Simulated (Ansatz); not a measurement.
**BH$_{3}$OF$_{2}$: nudged elastic band**

- system: BH$_{3}$OF$_{2}$
- method: RKS PBE0-D4/cc-pVDZ (Ansatz 0.2.0)

One setting was made poor on purpose. It belongs to a series of runs on one base structure; here: band between the two ends. Figures and captions count atoms from 1; the log counts them from 0 in places.

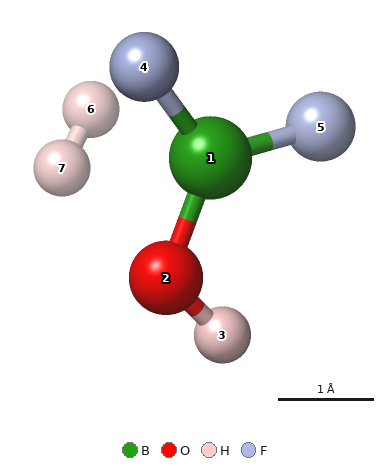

*The starting structure (ball-and-stick view, seen at a tilt; atoms are numbered from 1 in the order of the input).*

**Summary**

| quantity | value |
| --- | --- |
| outcome | converged |
| barrier, forward | 1.784 eV |
| barrier, backward | 1.114 eV |
| hardware | 1 thread of Arm Neoverse V2, 24 GiB of memory available, shared host |
| wall time | 2.3 min |
| peak memory | 0.13 GiB |

**Remarks**

A deliberately poor setting: loose force. The order of the saddle point was not checked.

**Input file**
```yaml
crystal:
  periodic: [false, false, false]
  atoms:
    - { symbol: B, position_ang: [-0.045307, -0.439117, 0.153112] }
    - { symbol: O, position_ang: [-0.026709, -0.672013, 1.479577] }
    - { symbol: H, position_ang: [-0.913369, -0.643783, 1.857774] }
    - { symbol: F, position_ang: [1.094016, -0.440587, -0.52737] }
    - { symbol: F, position_ang: [-1.180472, -0.212711, -0.515693] }
    - { symbol: H, position_ang: [0.035162, 2.534089, 0.626426] }
    - { symbol: H, position_ang: [0.248379, 2.154922, 1.251775] }
basis:
  gaussian: { orbitals: cc-pVDZ }
hamiltonian:
  xc: pbe0
  dispersion: d4
neb:
  order_check: false
  images: 7
  f_tol: 0.5
  max_iterations: 60
  final_atoms:
    - { symbol: B, position_ang: [0.12674605, 0.5511338, -0.05210045] }
    - { symbol: O, position_ang: [-0.2255339, 0.40341661, 1.68079485] }
    - { symbol: H, position_ang: [0.10740938, -0.48527576, 1.88783927] }
    - { symbol: F, position_ang: [0.80992799, -0.6254369, -0.22921331] }
    - { symbol: F, position_ang: [-1.1582729, 0.53099162, -0.53285127] }
    - { symbol: H, position_ang: [0.7445642, 1.58466675, -0.12495487] }
    - { symbol: H, position_ang: [-1.19314082, 0.32130388, 1.69608678] }
  initial_path:
    images:
      - { positions_ang: [[-0.045307, -0.439117, 0.153112], [-0.026709, -0.672013, 1.479577], [-0.913369, -0.643783, 1.857774], [1.094016, -0.440587, -0.52737], [-1.180472, -0.212711, -0.515693], [0.035162, 2.534089, 0.626426], [0.248379, 2.154922, 1.251775]] }
      - { positions_ang: [[-0.03405604, -0.33092543, 0.1156678], [-0.01904175, -0.50076807, 1.55048876], [-0.91094746, -0.54984351, 1.91973758], [1.10580877, -0.33279874, -0.56038695], [-1.17160171, -0.16397215, -0.55022185], [0.04198531, 2.25340535, 0.58418235], [0.19955288, 1.90570255, 1.26613331]] }
      - { positions_ang: [[-0.02280509, -0.22273387, 0.07822361], [-0.0113745, -0.32952315, 1.62140052], [-0.90852593, -0.45590403, 1.98170116], [1.11760155, -0.22501048, -0.5934039], [-1.16273141, -0.1152333, -0.5847507], [0.04880863, 1.97272171, 0.5419387], [0.15072676, 1.65648311, 1.28049161]] }
      - { positions_ang: [[-0.01155413, -0.1145423, 0.04077941], [-0.00370725, -0.15827822, 1.69231227], [-0.90610439, -0.36196454, 2.04366474], [1.12939432, -0.11722222, -0.62642085], [-1.15386112, -0.06649444, -0.61927955], [0.05563194, 1.69203806, 0.49969506], [0.10190063, 1.40726366, 1.29484992]] }
      - { positions_ang: [[-0.00030318, -0.00635073, 0.00333521], [0.00396, 0.01296671, 1.76322403], [-0.90368286, -0.26802506, 2.10562832], [1.1411871, -0.00943396, -0.6594378], [-1.14499083, -0.01775559, -0.65380839], [0.06245525, 1.41135442, 0.45745141], [0.05307451, 1.15804421, 1.30920822]] }
      - { positions_ang: [[0.03145913, 0.1330204, -0.0105237], [-0.05341348, 0.11057918, 1.74261674], [-0.6509098, -0.32233773, 2.05118106], [1.05837232, -0.16343469, -0.55188168], [-1.14831135, 0.11943121, -0.62356911], [0.23298249, 1.4546825, 0.31184984], [-0.25847932, 0.94885913, 1.40592786]] }
      - { positions_ang: [[0.06322144, 0.27239153, -0.02438262], [-0.11078695, 0.20819166, 1.72200944], [-0.39813674, -0.37665041, 1.9967338], [0.97555754, -0.31743543, -0.44432556], [-1.15163186, 0.25661801, -0.59332983], [0.40350973, 1.49801058, 0.16624827], [-0.57003315, 0.73967405, 1.5026475]] }
      - { positions_ang: [[0.09498374, 0.41176267, -0.03824153], [-0.16816043, 0.30580414, 1.70140215], [-0.14536368, -0.43096308, 1.94228654], [0.89274277, -0.47143617, -0.33676944], [-1.15495238, 0.39380482, -0.56309055], [0.57403696, 1.54133867, 0.0206467], [-0.88158699, 0.53048896, 1.59936714]] }
      - { positions_ang: [[0.12674605, 0.5511338, -0.05210045], [-0.2255339, 0.40341661, 1.68079485], [0.10740938, -0.48527576, 1.88783927], [0.80992799, -0.6254369, -0.22921331], [-1.1582729, 0.53099162, -0.53285127], [0.7445642, 1.58466675, -0.12495487], [-1.19314082, 0.32130388, 1.69608678]] }
```

Run as:
```bash
ansatz run input.yaml --threads 1 --pin off --max-ram 2048MiB --backend cpu --events-out ev --progress --plain --runs-dir out
```

**The program's output**
```
Engine: ansatz 0.2.0, aarch64-unknown-linux-gnu
Functional definition: PBE0
  parameter a = 0.25
  parameter kappa = 0.804
  parameter beta = 0.06672455060314922
  exchange = (1 - a)*pbe_x(kappa = kappa, mu = beta*pi^2/3) + a*exact_x
  correlation = pbe_c(beta = beta)
718 factors; integrals over basis functions are off by at most 3.7e-4 eV
mean field evaluation 1: about -8197.9066 eV, gradient 5.0e1 eV
mean field evaluation 2: about -8194.6932 eV, gradient 6.6e1 eV
mean field evaluation 4: about -8201.7701 eV, gradient 2.0e0 eV
mean field evaluation 8: about -8201.8313 eV, gradient 5.6e-2 eV
mean field -8201.83134440 eV, -301.4117425058 hartree, gradient 1.5e-5 eV, S^2 0.000000; 0 other end points of the search recorded, 0 dependent functions left out
the calculation of the forces begins
reference -8201.83136570 eV, -301.4117432886 hartree; 17, 17 occupied and 54, 54 virtual orbitals, 718 factors
719 factors; integrals over basis functions are off by at most 1.3e-3 eV
mean field evaluation 16: about -8197.8754 eV, gradient 4.6e1 eV
mean field -8201.16377831 eV, -301.3872099043 hartree, gradient 1.1e-5 eV, S^2 0.000000; 0 other end points of the search recorded, 0 dependent functions left out
[... from here on the field's lines of each further geometry are left out, up to the last ...]
NEB iter   1: max|band force component| = 3.129e1 eV/Å  barrier→ = 8.5996 eV  barrier← = 7.9302 eV  Δτ_max = 0.1970 Å  (221 SCF iters)
NEB iter   2: max|band force component| = 3.243e0 eV/Å  barrier→ = 2.0317 eV  barrier← = 1.3624 eV  Δτ_max = 0.2000 Å  (227 SCF iters)
NEB iter   3: max|band force component| = 3.886e0 eV/Å  barrier→ = 1.9194 eV  barrier← = 1.2501 eV  Δτ_max = 0.1020 Å  (205 SCF iters)
NEB iter   4: max|band force component| = 1.482e0 eV/Å  barrier→ = 1.8493 eV  barrier← = 1.1800 eV  Δτ_max = 0.1742 Å  (194 SCF iters)
NEB iter   5: max|band force component| = 1.451e0 eV/Å  barrier→ = 1.4952 eV  barrier← = 0.8258 eV  Δτ_max = 0.0820 Å  (205 SCF iters)
NEB iter   6: max|band force component| = 1.887e0 eV/Å  barrier→ = 1.5013 eV  barrier← = 0.8320 eV  Δτ_max = 0.0412 Å  (199 SCF iters)
NEB iter   7: max|band force component| = 8.238e-1 eV/Å  barrier→ = 1.5090 eV  barrier← = 0.8396 eV  Δτ_max = 0.0760 Å  (202 SCF iters)
NEB iter   8: max|band force component| = 7.255e-1 eV/Å  barrier→ = 1.5758 eV  barrier← = 0.9065 eV  Δτ_max = 0.0820 Å  (198 SCF iters)
NEB iter   9: max|band force component| = 1.081e0 eV/Å  barrier→ = 1.6228 eV  barrier← = 0.9535 eV  CI = image 3  Δτ_max = 0.0832 Å  (189 SCF iters)
NEB iter  10: max|band force component| = 8.792e-1 eV/Å  barrier→ = 1.7402 eV  barrier← = 1.0709 eV  CI = image 3  Δτ_max = 0.0662 Å  (180 SCF iters)
the calculation of the forces begins
reference -8201.14000519 eV, -301.3863362584 hartree; 17, 17 occupied and 54, 54 virtual orbitals, 719 factors
718 factors; integrals over basis functions are off by at most 1.3e-3 eV
mean field -8200.04771942 eV, -301.3461954965 hartree, gradient 2.0e-5 eV, S^2 0.000000; 1 other end points of the search recorded, 0 dependent functions left out
the calculation of the forces begins
reference -8200.04773898 eV, -301.3461962156 hartree; 17, 17 occupied and 54, 54 virtual orbitals, 718 factors
NEB iter  11: max|band force component| = 2.743e-1 eV/Å  barrier→ = 1.7836 eV  barrier← = 1.1143 eV  CI = image 3  Δτ_max = 0.0000 Å  (369 SCF iters)
```

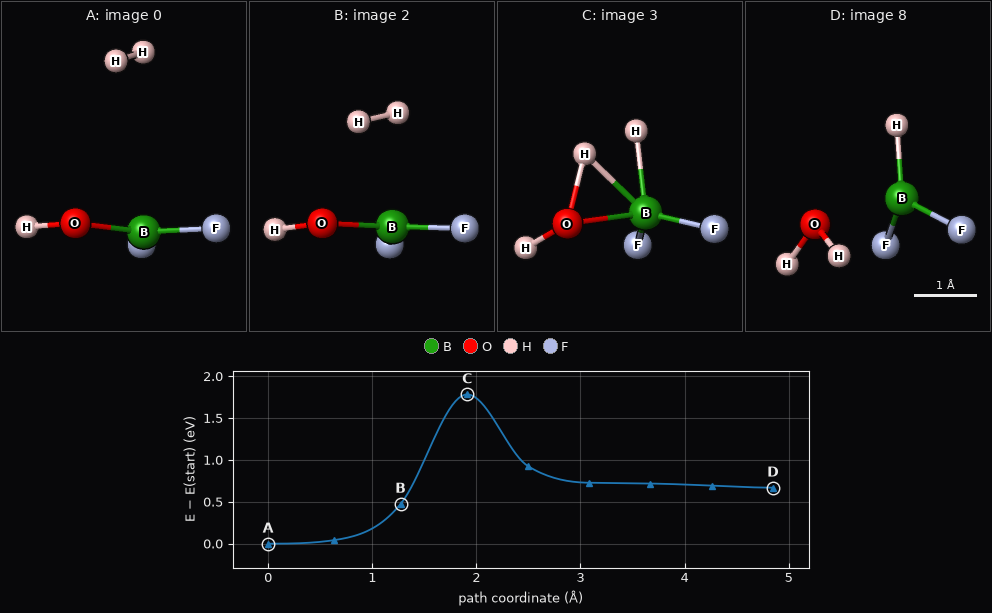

*Images of the last band (counted from 0; ball-and-stick, seen at a tilt) above the energy along the path; the line is a cubic interpolation that uses the forces.*

The highest image is number 3, 1.784 eV above the start and 1.114 eV above the end (the climbing image); the end lies 0.669 eV above the start. The path is 4.85 Å long. The band converged in 11 iterations.

```
Total energy: -8200.10939091 eV, -301.3484618821 hartree
Atom 0 at     0.021445     0.240853     0.133001 Å, force    -0.119114    -0.245841    -0.252630 eV/Å
Atom 1 at     0.026079    -0.099874     1.637865 Å, force    -0.033876     0.256298    -0.047901 eV/Å
Atom 2 at    -0.872839    -0.366631     1.886006 Å, force    -0.013550    -0.033654    -0.000265 eV/Å
Atom 3 at     1.136616    -0.162226    -0.503542 Å, force     0.034900     0.034859     0.082395 eV/Å
Atom 4 at    -1.175624    -0.019713    -0.452821 Å, force    -0.040353    -0.099981     0.051313 eV/Å
Atom 5 at     0.073043     1.580508     0.337278 Å, force     0.089129     0.274850     0.188412 eV/Å
Atom 6 at     0.002981     1.107884     1.287813 Å, force     0.082863    -0.186530    -0.021325 eV/Å
Dipole moment:    -0.296682     0.202536     0.514529 e Å
this run last wrote the band of iteration 11 to [file]
```

**The last band as extended XYZ (Å, eV, eV/Å)**
```
7
Properties=species:S:1:pos:R:3:forces:R:3 image=0 energy=-8201.89301
B    -0.0453   -0.4391    0.1531   -0.0039   0.0014   0.0195
O    -0.0267   -0.6720    1.4796    0.0063  -0.0036  -0.0088
H    -0.9134   -0.6438    1.8578    0.0020   0.0041  -0.0084
F     1.0940   -0.4406   -0.5274   -0.0017  -0.0057  -0.0004
F    -1.1805   -0.2127   -0.5157    0.0011   0.0024  -0.0027
H     0.0352    2.5341    0.6264   -0.0025  -0.0003   0.0022
H     0.2484    2.1549    1.2518   -0.0013   0.0017  -0.0013
7
Properties=species:S:1:pos:R:3:forces:R:3 image=1 energy=-8201.85010
B    -0.0352   -0.2743    0.1999   -0.0103  -0.1285   0.0302
O    -0.0136   -0.5924    1.5117   -0.0021  -0.0273  -0.0612
H    -0.9007   -0.5788    1.8895   -0.0060  -0.0422  -0.0031
F     1.1027   -0.2217   -0.4817   -0.0030  -0.0251   0.0123
F    -1.1761   -0.0524   -0.4613    0.0009  -0.0026   0.0059
H     0.1026    2.1487    0.4837   -0.0035   0.1074   0.0076
H     0.1319    1.8516    1.1838    0.0239   0.1182   0.0084
7
Properties=species:S:1:pos:R:3:forces:R:3 image=2 energy=-8201.41673
B    -0.0082   -0.0727    0.2136   -0.1334  -0.9225   0.3158
O     0.0140   -0.3820    1.5515    0.0243  -0.6591  -0.2424
H    -0.8843   -0.4185    1.8997   -0.0355  -0.0905   0.0309
F     1.1199   -0.1212   -0.4909   -0.0183   0.1365   0.1194
F    -1.1661    0.0094   -0.4575    0.0218   0.0841  -0.0023
H     0.0819    1.8019    0.4554    0.0091   0.5469   0.2307
H     0.0545    1.4639    1.1539    0.1319   0.9047  -0.4522
7
Properties=species:S:1:pos:R:3:forces:R:3 image=3 energy=-8200.10937
B     0.0214    0.2409    0.1330   -0.1191  -0.2458  -0.2526
O     0.0261   -0.0999    1.6379   -0.0339   0.2563  -0.0479
H    -0.8728   -0.3666    1.8860   -0.0135  -0.0337  -0.0003
F     1.1366   -0.1622   -0.5035    0.0349   0.0349   0.0824
F    -1.1756   -0.0197   -0.4528   -0.0404  -0.1000   0.0513
H     0.0730    1.5805    0.3373    0.0891   0.2748   0.1884
H     0.0030    1.1079    1.2878    0.0829  -0.1865  -0.0213
7
Properties=species:S:1:pos:R:3:forces:R:3 image=4 energy=-8200.96596
B     0.0428    0.3704   -0.0388   -0.0094  -0.0006  -0.5054
O     0.0124    0.0232    1.6667    0.0861   0.0950  -0.0918
H    -0.8716   -0.3254    1.8656   -0.0246   0.0409  -0.0420
F     1.1414   -0.2561   -0.5116    0.0182  -0.1397  -0.0005
F    -1.1660   -0.1088   -0.4627   -0.0030  -0.1200   0.0563
H     0.1102    1.5833    0.0885    0.0553   0.1726  -0.1775
H    -0.0575    0.9942    1.7178   -0.1226  -0.0482   0.7610
7
Properties=species:S:1:pos:R:3:forces:R:3 image=5 energy=-8201.16489
B     0.0766    0.4233   -0.0999    0.0126  -0.0402  -0.1148
O    -0.0013    0.1468    1.6580    0.0024   0.0488  -0.0225
H    -0.7477   -0.4655    1.7674    0.0132   0.0071  -0.0130
F     1.0854   -0.4064   -0.4696   -0.0507   0.0287   0.0613
F    -1.1778   -0.0201   -0.4463    0.0262   0.0109   0.0432
H     0.2721    1.6213   -0.1373   -0.0008  -0.0187   0.0518
H    -0.2956    0.9814    2.0533   -0.0028  -0.0366  -0.0060
7
Properties=species:S:1:pos:R:3:forces:R:3 image=6 energy=-8201.17435
B     0.1229    0.4609   -0.0919    0.0080   0.0111   0.0203
O    -0.0583    0.2567    1.6687   -0.0025   0.0063  -0.0073
H    -0.4853   -0.6083    1.7810    0.0144  -0.0060   0.0033
F     1.0428   -0.5061   -0.3477   -0.0016  -0.0079  -0.0008
F    -1.1484    0.1514   -0.5007   -0.0129   0.0044  -0.0066
H     0.4585    1.6237   -0.1412    0.0038  -0.0046  -0.0047
H    -0.7206    0.9026    1.9575   -0.0093  -0.0034  -0.0042
7
Properties=species:S:1:pos:R:3:forces:R:3 image=7 energy=-8201.19982
B     0.1377    0.5143   -0.0714    0.0037   0.0078   0.0032
O    -0.1371    0.3416    1.6798   -0.0092   0.0083  -0.0068
H    -0.1696   -0.6207    1.8089    0.0371   0.0020   0.0070
F     0.9578   -0.5613   -0.2588   -0.0106  -0.0147   0.0079
F    -1.1411    0.3324   -0.5309   -0.0112   0.0160   0.0038
H     0.6066    1.6252   -0.1420    0.0147  -0.0009  -0.0037
H    -1.0426    0.6492    1.8400   -0.0245  -0.0184  -0.0114
7
Properties=species:S:1:pos:R:3:forces:R:3 image=8 energy=-8201.22366
B     0.1267    0.5511   -0.0521    0.0008  -0.0007  -0.0090
O    -0.2255    0.4034    1.6808    0.0002   0.0024   0.0061
H     0.1074   -0.4853    1.8878    0.0026  -0.0015   0.0051
F     0.8099   -0.6254   -0.2292    0.0009  -0.0006  -0.0019
F    -1.1583    0.5310   -0.5329   -0.0013   0.0025  -0.0026
H     0.7446    1.5847   -0.1250    0.0015   0.0003   0.0004
H    -1.1931    0.3213    1.6961   -0.0047  -0.0024   0.0019
```
